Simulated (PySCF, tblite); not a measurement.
**C2H6BN2Si radical: geometry, infrared bands and EPR parameters**

What infrared bands and EPR parameters should C2H6BN2Si radical (`[C]#C[SiH2]NBN`) show?

Computed with tblite 0.8.0 and PySCF 2.14.0, with density-fitted response routines of our own, on a single molecule in the gas phase. Atoms are numbered from 0 throughout.

### Step 1. Starting geometry

12 atoms, charge 0, multiplicity 2; geometry from: force field or distance geometry start.

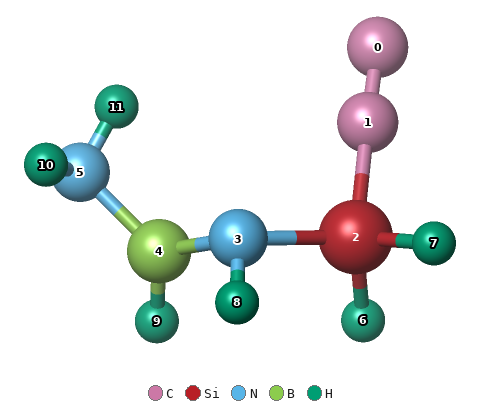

The starting geometry (carbon pink, silicon red, nitrogen blue, boron green, hydrogen teal), atoms numbered.

### Step 2. Geometry optimisation with GFN2-xTB

What the job is given:

```
{"job": {"kind": "relax", "xc": "GFN2-xTB", "basis": "xTB"}, "charge": 0, "multiplicity": 2}
C      2.679100    -0.220400    -1.736200
C      2.096200    -0.189800    -0.683100
Si     1.248500    -0.162700     0.929800
N     -0.350300     0.658500     0.736900
B     -1.261000    -0.269300    -0.052500
N     -1.839200     0.201800    -1.389700
H      1.056300    -1.529000     1.419000
H      2.062300     0.595300     1.896300
H     -0.760900     0.729400     1.700900
H     -1.541300    -1.343700     0.352700
H     -2.359700     1.085400    -1.200800
H     -1.028800     0.443900    -1.999300
```

Command:

```bash
$ OMP_NUM_THREADS=1 python probes_run.py task.json out
```

One launch serves the whole session: the jobs run in the order shown.

**Question.** This job is followed by: GFN2-xTB harmonic vibrations, gas phase; UKS B3LYP, pcH-1 on B C H N Si, non-relativistic, mean-field spin-orbit, GIAO. What will the session give for the following? strongest single infrared mode (GFN2-xTB); zero-point energy (GFN2-xTB); g(iso) (B3LYP); ⟨S²⟩; largest a(iso) (averaged by class); surface potential, least and greatest.

The runs gave:

| quantity | value |
| --- | --- |
| strongest single infrared mode (GFN2-xTB) | 1378 cm⁻¹, 588 km/mol |
| zero-point energy (GFN2-xTB) | 49.4 kcal/mol |
| g(iso) (B3LYP) | 2.00225 |
| ⟨S²⟩ | 0.769 (exact 0.75) |
| largest a(iso) (averaged by class) | 13C on C0, 857.9 MHz |
| surface potential, least and greatest | -0.86 V and 1.92 V |

What this shows: The optimisation took 131 steps and gained 1.903 eV; among the close pairs (by a distance rule), B4–N5 changed most, from 1.531 to 1.393 Å. All 30 modes are real, so the xTB geometry is a minimum. The strongest single mode, at 1378 cm⁻¹, moves mainly B4. Unscaled tight-binding wavenumbers are off by several per cent, some by more. Its intensities can rank the bands wrongly. C0 carries the largest spin population, 1.10 e. The isotropic g lies 0.1 ppt below the free-electron value.
